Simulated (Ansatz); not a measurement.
# Ge(NH2)H3 (GeNH5): one molecule under many settings

How do the results and run time of Ge(NH2)H3 (GeNH5) respond when the settings are drawn wide?

Method: the settings change from run to run; program: Ansatz 0.2.0, Gaussian basis.

## 1. The molecule

The structure was relaxed beforehand with r2SCAN-D4 in a triple-zeta def2 set.

7 atoms, charge 0, spin multiplicity 1.

Atoms are counted from 1 here; the program's logs count them from 0.

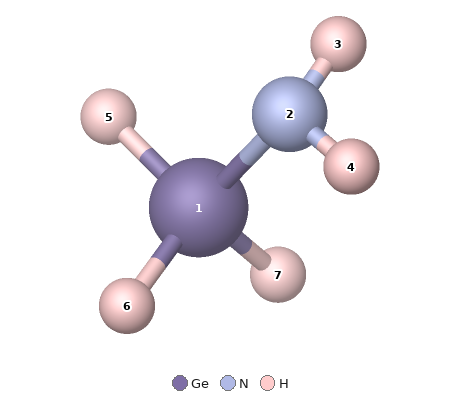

The geometry (germanium purple, nitrogen light blue, hydrogen pink); atoms are numbered from 1 in the order of the file.

Geometry (Å):

```xyz
7

Ge    0.01075    0.02013   -0.69607
N     0.12901    0.24030    1.13437
H     0.66104   -0.49637    1.58363
H    -0.77847    0.27694    1.58446
H     1.44749    0.01252   -1.22914
H    -0.77062    1.22402   -1.23323
H    -0.69918   -1.27755   -1.14401
```

## 2. B97/STO-3G

This run has multiplicity 3, relativity set to scalar.

File in.yaml:

```yaml
crystal:
  periodic: [false, false, false]
  atoms:
    - {symbol: Ge, position_ang: [0.010748, 0.020134, -0.696073]}
    - {symbol: N, position_ang: [0.129008, 0.240302, 1.134368]}
    - {symbol: H, position_ang: [0.661036, -0.496367, 1.583633]}
    - {symbol: H, position_ang: [-0.778468, 0.276939, 1.584458]}
    - {symbol: H, position_ang: [1.447487, 0.012517, -1.229141]}
    - {symbol: H, position_ang: [-0.770624, 1.224023, -1.233233]}
    - {symbol: H, position_ang: [-0.699177, -1.277546, -1.144013]}
basis:
  gaussian: {orbitals: STO-3G}
magnetization: {spin_polarized: true, initial_magnetization: 2}
hamiltonian: {xc: {name: B97}, pseudopotentials: {relativity: scalar}}
```

Launch:

```console
$ ansatz run in.yaml --threads 2 --pin off --events-out ev --progress --plain --max-ram 4352MiB
```

The log of the run:

```text
Functional definition: B97
  name "B97"
  cite "Becke, J. Chem. Phys. 107, 8554 (1997) doi:10.1063/1.475007"
  parameter cx = 0.1943
  parameter cx0 = 0.8094
  parameter cx1 = 0.5073
  parameter cx2 = 0.7481
  parameter css0 = 0.1737
  parameter css1 = 2.3487
  parameter css2 = -2.4868
  parameter cos0 = 0.9454
  parameter cos1 = 0.7471
  parameter cos2 = -4.5961
  exchange = spin_sum(e_x_unif_s*poly(b97_u_x, cx0, cx1, cx2)) + cx*exact_x
  correlation = spin_sum(e_c_pw_same_spin*poly(b97_u_same, css0, css1, css2))
      + integral(e_c_pw_opposite_spin*poly(b97_u_opposite, cos0, cos1, cos2))
316 factors; integrals over basis functions are off by at most 2.5e-5 eV
mean field evaluation 1: about -57845.6369 eV, gradient 4.9e1 eV
mean field evaluation 2: about -57828.3887 eV, gradient 6.7e1 eV
mean field evaluation 4: about -57863.4570 eV, gradient 1.2e1 eV
mean field evaluation 8: about -57864.8417 eV, gradient 3.0e-1 eV
mean field evaluation 16: about -57864.8365 eV, gradient 4.8e-4 eV
mean field -57864.83652733 eV, -2126.4935201843 hartree, gradient 6.9e-5 eV, S^2 2.002513; 2 other end points of the search recorded, 0 dependent functions left out
reference -57864.83654059 eV, -2126.4935206716 hartree; 23, 21 occupied and 5, 7 virtual orbitals, 316 factors
Total energy: -57864.83654059 eV, -2126.4935206716 hartree
Relativity: scalar
```

Wall time 2.9 s (2 threads of Intel Xeon at 2.50GHz, shared host).

⟨S²⟩ 2.003.

## 3. PBE0/aug-cc-pVDZ

Set apart from the defaults: D4 dispersion.

in.yaml: that of step 2 with these lines changed.

```diff
@@ -11,4 +11,5 @@
 basis:
-  gaussian: {orbitals: STO-3G}
-magnetization: {spin_polarized: true, initial_magnetization: 2}
-hamiltonian: {xc: {name: B97}, pseudopotentials: {relativity: scalar}}
+  gaussian: {orbitals: aug-cc-pVDZ}
+hamiltonian: {xc: {name: PBE0}, dispersion: d4}
+scf: {omitted_lower_state_checks: [starts]}
+output: {forces: true}
```

The command is unchanged.

The log of the run, shortened:

```text
Functional definition: PBE0
  name "PBE0"
  cite "Adamo & Barone, J. Chem. Phys. 110, 6158 (1999) doi:10.1063/1.478522"
  cite "Perdew, Burke & Ernzerhof, Phys. Rev. Lett. 77, 3865 (1996) doi:10.1103/PhysRevLett.77.3865"
  parent pbe
[...]
1055 factors; integrals over basis functions are off by at most 8.4e-4 eV
[...]
mean field -58080.07854648 eV, -2134.4035184918 hartree, gradient 7.1e-5 eV, S^2 0.000000; 0 other end points of the search recorded, 0 dependent functions left out
[...]
reference -58080.07859132 eV, -2134.4035201398 hartree; 22, 22 occupied and 82, 82 virtual orbitals, 1055 factors
Total energy: -58080.14971910 eV, -2134.4061340374 hartree
Atom 0 at     0.010748     0.020134    -0.696073 Å, force    -0.016345    -0.025393    -0.183401 eV/Å
Atom 1 at     0.129008     0.240302     1.134368 Å, force     0.040253     0.068842     0.102345 eV/Å
Atom 2 at     0.661036    -0.496367     1.583633 Å, force     0.044123    -0.066070     0.085619 eV/Å
Atom 3 at    -0.778468     0.276939     1.584458 Å, force    -0.082144     0.001452     0.086373 eV/Å
Atom 4 at     1.447487     0.012517    -1.229141 Å, force     0.097704    -0.000071    -0.042005 eV/Å
Atom 5 at    -0.770624     1.224023    -1.233233 Å, force    -0.051933     0.084752    -0.041031 eV/Å
Atom 6 at    -0.699177    -1.277546    -1.144013 Å, force    -0.031658    -0.063512    -0.007901 eV/Å
Dipole moment:    -0.104591    -0.195173     0.065920 e Å
Checks for a lower state left out: starts
```

Run time: 4.2 s. Hardware: 2 threads of Intel Xeon at 2.50GHz, shared host.

Largest force 0.186 eV/Å, dipole 1.11 D.

## 4. wPBEh/6-31G*

This run has density fitting with cc-pVTZ-jkfit.

in.yaml: that of step 3 with these lines changed.

```diff
@@ -11,5 +11,4 @@
 basis:
-  gaussian: {orbitals: aug-cc-pVDZ}
-hamiltonian: {xc: {name: PBE0}, dispersion: d4}
+  gaussian: {orbitals: "6-31G*", fitting: {mean_field: cc-pVTZ-jkfit}}
+hamiltonian: {xc: {name: wPBEh}}
 scf: {omitted_lower_state_checks: [starts]}
-output: {forces: true}
```

The command is unchanged.

The log of the run, shortened:

```text
Functional definition: wPBEh
  name "wPBEh"
  cite "Heyd, Scuseria & Ernzerhof, J. Chem. Phys. 118, 8207 (2003) doi:10.1063/1.1564060"
  cite "Krukau, Vydrov, Izmaylov & Scuseria, J. Chem. Phys. 125, 224106 (2006) doi:10.1063/1.2404663"
  cite "Heyd & Scuseria, J. Chem. Phys. 120, 7274 (2004) doi:10.1063/1.1668634"
  cite "Ernzerhof & Perdew, J. Chem. Phys. 109, 3313 (1998) doi:10.1063/1.476928"
  cite "Perdew, Burke & Ernzerhof, Phys. Rev. Lett. 77, 3865 (1996) doi:10.1103/PhysRevLett.77.3865"
  parent pbe
[...]
436 factors; integrals over basis functions are off by at most 3.1e-2 eV
436 factors; integrals over basis functions are off by at most 1.8e-7 eV
[...]
mean field -58072.70276068 eV, -2134.1324633632 hartree, gradient 4.8e-5 eV, S^2 0.000000; 0 other end points of the search recorded, 0 dependent functions left out
reference -58072.70279525 eV, -2134.1324646336 hartree; 22, 22 occupied and 38, 38 virtual orbitals, 436 factors
Total energy: -58072.70279525 eV, -2134.1324646336 hartree
Checks for a lower state left out: starts
```

Run time: 1.2 s. Hardware: 2 threads of Intel Xeon at 2.50GHz, shared host.

## 5. B2GP-PLYP/def2-mTZVPP

This run has a point charge of -1.00 e beside it.

in.yaml: that of step 4 with these lines changed.

```diff
@@ -11,4 +11,5 @@
 basis:
-  gaussian: {orbitals: "6-31G*", fitting: {mean_field: cc-pVTZ-jkfit}}
-hamiltonian: {xc: {name: wPBEh}}
+  gaussian: {orbitals: def2-mTZVPP, point_charges: [{charge: -1.00, position_ang: [4.623, 0.967, 0.270]}]}
+hamiltonian: {xc: {name: B2GP-PLYP}}
 scf: {omitted_lower_state_checks: [starts]}
+output: {forces: true}
```

The command is unchanged.

The log of the run, shortened:

```text
Functional definition: B2GP-PLYP
  name "B2GP-PLYP"
  cite "Karton, Tarnopolsky, Lamère, Schatz & Martin, J. Phys. Chem. A 112, 12868 (2008) doi:10.1021/jp801805p"
  cite "Becke, Phys. Rev. A 38, 3098 (1988) doi:10.1103/PhysRevA.38.3098"
  cite "Lee, Yang & Parr, Phys. Rev. B 37, 785 (1988) doi:10.1103/PhysRevB.37.785"
[...]
800 factors; integrals over basis functions are off by at most 1.3e-3 eV
[...]
mean field -58069.37094189 eV, -2134.0100212811 hartree, gradient 2.2e-6 eV, S^2 0.000000; 0 other end points of the search recorded, 0 dependent functions left out
10 core orbitals not correlated: weight in the atoms' cores, before any rotation towards them, 1.000 or more for the frozen orbitals, at most 0.000 for the correlated occupied ones
reference -58069.37103773 eV, -2134.0100248033 hartree; 12, 12 occupied and 63, 63 virtual orbitals, 800 factors
second order -13.36683179 eV of doubles, -0.00000000 eV of singles
[...]
Total energy: -58074.18309718 eV, -2134.1868647262 hartree
Atom 0 at     0.010748     0.020134    -0.696073 Å, force     0.646575     0.072442    -0.263667 eV/Å
Atom 1 at     0.129008     0.240302     1.134368 Å, force    -0.395176    -0.143388     0.230685 eV/Å
Atom 2 at     0.661036    -0.496367     1.583633 Å, force     0.080506     0.194191    -0.049238 eV/Å
Atom 3 at    -0.778468     0.276939     1.584458 Å, force     0.105680    -0.045616    -0.000060 eV/Å
Atom 4 at     1.447487     0.012517    -1.229141 Å, force    -0.282221    -0.013352     0.043638 eV/Å
Atom 5 at    -0.770624     1.224023    -1.233233 Å, force    -0.070192    -0.110865     0.028654 eV/Å
Atom 6 at    -0.699177    -1.277546    -1.144013 Å, force    -0.076063     0.097960     0.031391 eV/Å
Dipole moment:     0.095866    -0.165562     0.056413 e Å
Checks for a lower state left out: starts
```

Wall time 5.5 s (2 threads of Intel Xeon at 2.50GHz, shared host).

Largest force 0.702 eV/Å, dipole 0.96 D.

## 6. wPBEh/def2-TZVP

in.yaml: that of step 5 with these lines changed.

```diff
@@ -11,5 +11,4 @@
 basis:
-  gaussian: {orbitals: def2-mTZVPP, point_charges: [{charge: -1.00, position_ang: [4.623, 0.967, 0.270]}]}
-hamiltonian: {xc: {name: B2GP-PLYP}}
-scf: {omitted_lower_state_checks: [starts]}
+  gaussian: {orbitals: def2-TZVP}
+hamiltonian: {xc: {name: wPBEh}}
 output: {forces: true}
```

Launched as before.

The log of the run, shortened:

```text
Functional definition: wPBEh
  name "wPBEh"
  cite "Heyd, Scuseria & Ernzerhof, J. Chem. Phys. 118, 8207 (2003) doi:10.1063/1.1564060"
  cite "Krukau, Vydrov, Izmaylov & Scuseria, J. Chem. Phys. 125, 224106 (2006) doi:10.1063/1.2404663"
  cite "Heyd & Scuseria, J. Chem. Phys. 120, 7274 (2004) doi:10.1063/1.1668634"
  cite "Ernzerhof & Perdew, J. Chem. Phys. 109, 3313 (1998) doi:10.1063/1.476928"
  cite "Perdew, Burke & Ernzerhof, Phys. Rev. Lett. 77, 3865 (1996) doi:10.1103/PhysRevLett.77.3865"
  parent pbe
[...]
776 factors; their error is unknown
64 factors; integrals over basis functions are off by at most 5.9e-7 eV
[...]
mean field -58081.36269264 eV, -2134.4507099930 hartree, gradient 5.8e-5 eV, S^2 0.000000; 0 other end points of the search recorded, 0 dependent functions left out
[...]
reference -58081.36272751 eV, -2134.4507112742 hartree; 22, 22 occupied and 87, 87 virtual orbitals, 776 factors
Total energy: -58081.36272751 eV, -2134.4507112742 hartree
Atom 0 at     0.010748     0.020134    -0.696073 Å, force     0.008468     0.020487     0.063134 eV/Å
Atom 1 at     0.129008     0.240302     1.134368 Å, force    -0.064909    -0.126985     0.063872 eV/Å
Atom 2 at     0.661036    -0.496367     1.583633 Å, force    -0.032405     0.081551    -0.028925 eV/Å
Atom 3 at    -0.778468     0.276939     1.584458 Å, force     0.083150     0.019189    -0.028333 eV/Å
Atom 4 at     1.447487     0.012517    -1.229141 Å, force     0.051342    -0.006668    -0.032587 eV/Å
Atom 5 at    -0.770624     1.224023    -1.233233 Å, force    -0.032454     0.042140    -0.031474 eV/Å
Atom 6 at    -0.699177    -1.277546    -1.144013 Å, force    -0.013192    -0.029713    -0.005686 eV/Å
Dipole moment:    -0.110525    -0.206359     0.084559 e Å
```

It took 3.6 s on 2 threads of Intel Xeon at 2.50GHz, shared host.

Largest force 0.156 eV/Å, dipole 1.20 D.

## 7. HSE06/def2-TZVP

Set apart from the defaults: atoms shaken by 0.03 Å, D4 dispersion.

File in.yaml:

```yaml
crystal:
  periodic: [false, false, false]
  atoms:
    - {symbol: Ge, position_ang: [0.011143, -0.025420, -0.685198]}
    - {symbol: N, position_ang: [0.106757, 0.250663, 1.123430]}
    - {symbol: H, position_ang: [0.686276, -0.506057, 1.572747]}
    - {symbol: H, position_ang: [-0.843068, 0.274590, 1.559209]}
    - {symbol: H, position_ang: [1.440011, -0.043443, -1.288856]}
    - {symbol: H, position_ang: [-0.811971, 1.256738, -1.247116]}
    - {symbol: H, position_ang: [-0.711600, -1.318338, -1.200070]}
basis:
  gaussian: {orbitals: def2-TZVP}
hamiltonian: {xc: {name: HSE06}, dispersion: d4}
output: {forces: true}
```

The command is unchanged.

The log of the run, shortened:

```text
Functional definition: HSE06
  name "HSE06"
  cite "Heyd, Scuseria & Ernzerhof, J. Chem. Phys. 118, 8207 (2003) doi:10.1063/1.1564060"
  cite "Krukau, Vydrov, Izmaylov & Scuseria, J. Chem. Phys. 125, 224106 (2006) doi:10.1063/1.2404663"
  cite "Heyd & Scuseria, J. Chem. Phys. 120, 7274 (2004) doi:10.1063/1.1668634"
  cite "Ernzerhof & Perdew, J. Chem. Phys. 109, 3313 (1998) doi:10.1063/1.476928"
  cite "Perdew, Burke & Ernzerhof, Phys. Rev. Lett. 77, 3865 (1996) doi:10.1103/PhysRevLett.77.3865"
  parent pbe
[...]
  # The whole range is PBE's own exchange, as in plane waves. The composition of these papers is wPBEh.
[...]
776 factors; their error is unknown
64 factors; integrals over basis functions are off by at most 6.1e-7 eV
[...]
mean field -58081.16117413 eV, -2134.4433043244 hartree, gradient 4.5e-5 eV, S^2 0.000000; 0 other end points of the search recorded, 0 dependent functions left out
[...]
reference -58081.16120904 eV, -2134.4433056073 hartree; 22, 22 occupied and 87, 87 virtual orbitals, 776 factors
Total energy: -58081.22700136 eV, -2134.4457234302 hartree
Atom 0 at     0.011143    -0.025420    -0.685198 Å, force    -0.662305     0.903997    -1.169459 eV/Å
Atom 1 at     0.106757     0.250663     1.123430 Å, force    -0.087447    -1.162273     1.165096 eV/Å
Atom 2 at     0.686276    -0.506057     1.572747 Å, force    -1.072637     1.158877    -0.409688 eV/Å
Atom 3 at    -0.843068     0.274590     1.559209 Å, force     1.291835    -0.183084    -0.403158 eV/Å
Atom 4 at     1.440011    -0.043443    -1.288856 Å, force    -0.168008     0.036564     0.222623 eV/Å
Atom 5 at    -0.811971     1.256738    -1.247116 Å, force     0.599523    -0.973595     0.345921 eV/Å
Atom 6 at    -0.711600    -1.318338    -1.200070 Å, force     0.099039     0.219514     0.248665 eV/Å
Dipole moment:    -0.079812    -0.242070     0.146419 e Å
```

Run time: 3.1 s. Hardware: 2 threads of Intel Xeon at 2.50GHz, shared host.

Largest force 1.648 eV/Å, dipole 1.41 D.

## 8. r2SCAN50/6-31G*

Options: a point charge of 1.00 e beside it, D4 dispersion.

File in.yaml:

```yaml
crystal:
  periodic: [false, false, false]
  atoms:
    - {symbol: Ge, position_ang: [0.010748, 0.020134, -0.696073]}
    - {symbol: N, position_ang: [0.129008, 0.240302, 1.134368]}
    - {symbol: H, position_ang: [0.661036, -0.496367, 1.583633]}
    - {symbol: H, position_ang: [-0.778468, 0.276939, 1.584458]}
    - {symbol: H, position_ang: [1.447487, 0.012517, -1.229141]}
    - {symbol: H, position_ang: [-0.770624, 1.224023, -1.233233]}
    - {symbol: H, position_ang: [-0.699177, -1.277546, -1.144013]}
basis:
  gaussian: {orbitals: "6-31G*", point_charges: [{charge: 1.00, position_ang: [4.119, -0.027, -0.475]}]}
hamiltonian: {xc: {name: r2SCAN50}, dispersion: d4}
scf: {omitted_lower_state_checks: [starts]}
output: {forces: true}
```

Launched as before.

The log of the run, shortened:

```text
Functional definition: r2SCAN50
  name "r2SCAN50"
  cite "Bursch, Neugebauer, Ehlert & Grimme, J. Chem. Phys. 156, 134105 (2022) doi:10.1063/5.0086040"
  cite "Furness, Kaplan, Ning, Perdew & Sun, J. Phys. Chem. Lett. 11, 8208 (2020) doi:10.1021/acs.jpclett.0c02405"
  cite "Furness, Kaplan, Ning, Perdew & Sun, J. Phys. Chem. Lett. 11, 9248 (2020) doi:10.1021/acs.jpclett.0c03077"
  parent r2scan
[...]
606 factors; integrals over basis functions are off by at most 6.1e-4 eV
[...]
mean field -58079.30745174 eV, -2134.3751812830 hartree, gradient 1.9e-5 eV, S^2 0.000000; 0 other end points of the search recorded, 0 dependent functions left out
[...]
reference -58079.30745776 eV, -2134.3751815042 hartree; 22, 22 occupied and 38, 38 virtual orbitals, 606 factors
Total energy: -58079.33315020 eV, -2134.3761256841 hartree
Atom 0 at     0.010748     0.020134    -0.696073 Å, force    -1.141424     0.039926     0.511843 eV/Å
Atom 1 at     0.129008     0.240302     1.134368 Å, force     0.325798    -0.389220    -0.228308 eV/Å
Atom 2 at     0.661036    -0.496367     1.583633 Å, force    -0.363458     0.198333    -0.062119 eV/Å
Atom 3 at    -0.778468     0.276939     1.584458 Å, force     0.315642     0.063796    -0.187063 eV/Å
Atom 4 at     1.447487     0.012517    -1.229141 Å, force     0.454621    -0.010235    -0.008007 eV/Å
Atom 5 at    -0.770624     1.224023    -1.233233 Å, force     0.288710    -0.136010    -0.006525 eV/Å
Atom 6 at    -0.699177    -1.277546    -1.144013 Å, force     0.315119     0.165659     0.017950 eV/Å
Dipole moment:    -0.418248    -0.240085     0.109742 e Å
Checks for a lower state left out: starts
```

Wall time 2.6 s (2 threads of Intel Xeon at 2.50GHz, shared host).

Largest force 1.252 eV/Å, dipole 2.38 D.

## 9. BHLYP/def2-mTZVPP

Options: multiplicity 3, D3(BJ) with three-body dispersion.

in.yaml: that of step 8 with these lines changed.

```diff
@@ -11,5 +11,5 @@
 basis:
-  gaussian: {orbitals: "6-31G*", point_charges: [{charge: 1.00, position_ang: [4.119, -0.027, -0.475]}]}
-hamiltonian: {xc: {name: r2SCAN50}, dispersion: d4}
-scf: {omitted_lower_state_checks: [starts]}
+  gaussian: {orbitals: def2-mTZVPP}
+magnetization: {spin_polarized: true, initial_magnetization: 2}
+hamiltonian: {xc: {name: BHLYP}, dispersion: d3bjatm}
 output: {forces: true}
```

Launched as before.

The log of the run, shortened:

```text
Functional definition: BHLYP
  name "BHLYP"
  cite "Becke, J. Chem. Phys. 98, 1372 (1993) doi:10.1063/1.464304"
  cite "Becke, Phys. Rev. A 38, 3098 (1988) doi:10.1103/PhysRevA.38.3098"
  cite "Lee, Yang & Parr, Phys. Rev. B 37, 785 (1988) doi:10.1103/PhysRevB.37.785"
[...]
800 factors; integrals over basis functions are off by at most 1.3e-3 eV
[...]
mean field -58082.55691917 eV, -2134.4945970082 hartree, gradient 7.0e-5 eV, S^2 2.007826; 0 other end points of the search recorded, 0 dependent functions left out
[...]
reference -58082.55707003 eV, -2134.4946025523 hartree; 23, 21 occupied and 62, 64 virtual orbitals, 800 factors
Total energy: -58082.69128668 eV, -2134.4995349232 hartree
Atom 0 at     0.010748     0.020134    -0.696073 Å, force     0.011505     0.034121    -4.935087 eV/Å
Atom 1 at     0.129008     0.240302     1.134368 Å, force    -0.408324    -0.764773     2.885919 eV/Å
Atom 2 at     0.661036    -0.496367     1.583633 Å, force     1.168215    -0.125389     0.842544 eV/Å
Atom 3 at    -0.778468     0.276939     1.584458 Å, force    -0.747394     0.904724     0.838409 eV/Å
Atom 4 at     1.447487     0.012517    -1.229141 Å, force    -0.218489     0.005403     0.126938 eV/Å
Atom 5 at    -0.770624     1.224023    -1.233233 Å, force     0.123474    -0.178963     0.125265 eV/Å
Atom 6 at    -0.699177    -1.277546    -1.144013 Å, force     0.071014     0.124878     0.116012 eV/Å
Dipole moment:    -0.013016    -0.025008     0.747287 e Å
```

Run time: 3.7 s. Hardware: 2 threads of Intel Xeon at 2.50GHz, shared host.

Largest force 4.935 eV/Å, dipole 3.59 D, ⟨S²⟩ 2.008.

## 10. wB97/def2-mTZVP

This run has atoms shaken by 0.03 Å, the search for lower states set to full.

File in.yaml:

```yaml
crystal:
  periodic: [false, false, false]
  atoms:
    - {symbol: Ge, position_ang: [0.013449, 0.055374, -0.718192]}
    - {symbol: N, position_ang: [0.180907, 0.273749, 1.187687]}
    - {symbol: H, position_ang: [0.622185, -0.455830, 1.551486]}
    - {symbol: H, position_ang: [-0.777679, 0.314616, 1.556400]}
    - {symbol: H, position_ang: [1.362528, -0.013175, -1.273604]}
    - {symbol: H, position_ang: [-0.796282, 1.188697, -1.206664]}
    - {symbol: H, position_ang: [-0.674887, -1.279214, -1.185963]}
basis:
  gaussian: {orbitals: def2-mTZVP}
hamiltonian: {xc: {name: wB97}}
scf: {lower_state_search: full}
output: {forces: true}
```

The command is unchanged.

The log of the run, shortened:

```text
Functional definition: wB97
  name "wB97"
  cite "Chai & Head-Gordon, J. Chem. Phys. 128, 084106 (2008) doi:10.1063/1.2834918"
  cite "Becke, J. Chem. Phys. 107, 8554 (1997) doi:10.1063/1.475007"
[...]
  # The coefficients of nought are those of the uniform gas.
[...]
      + integral(e_c_pw_opposite_spin*poly(b97_u_opposite, 1, cos1, cos2, cos3, cos4))
701 factors; their error is unknown
261 factors; integrals over basis functions are off by at most 8.0e-6 eV
[...]
mean field -58093.44671506 eV, -2134.8947896260 hartree, gradient 8.1e-5 eV, S^2 0.000000; 0 other end points of the search recorded, 0 dependent functions left out
[...]
reference -58093.44670612 eV, -2134.8947892975 hartree; 22, 22 occupied and 48, 48 virtual orbitals, 701 factors
Total energy: -58093.44670612 eV, -2134.8947892975 hartree
Atom 0 at     0.013449     0.055374    -0.718192 Å, force    -0.655819    -1.112639     1.797368 eV/Å
Atom 1 at     0.180907     0.273749     1.187687 Å, force    -3.359879     3.833944    -3.693029 eV/Å
Atom 2 at     0.622185    -0.455830     1.551486 Å, force     2.414675    -4.072098     2.301833 eV/Å
Atom 3 at    -0.777679     0.314616     1.556400 Å, force     0.654062    -0.051756     0.140472 eV/Å
Atom 4 at     1.362528    -0.013175    -1.273604 Å, force     1.372830     0.140830    -0.529035 eV/Å
Atom 5 at    -0.796282     1.188697    -1.206664 Å, force    -0.508158     0.856890    -0.345312 eV/Å
Atom 6 at    -0.674887    -1.279214    -1.185963 Å, force     0.082290     0.404830     0.327704 eV/Å
Dipole moment:    -0.146698    -0.216584    -0.023641 e Å
```

Wall time 3.3 s (2 threads of Intel Xeon at 2.50GHz, shared host).

Largest force 6.295 eV/Å, dipole 1.26 D.

(Part 1 of 2 ends here.)
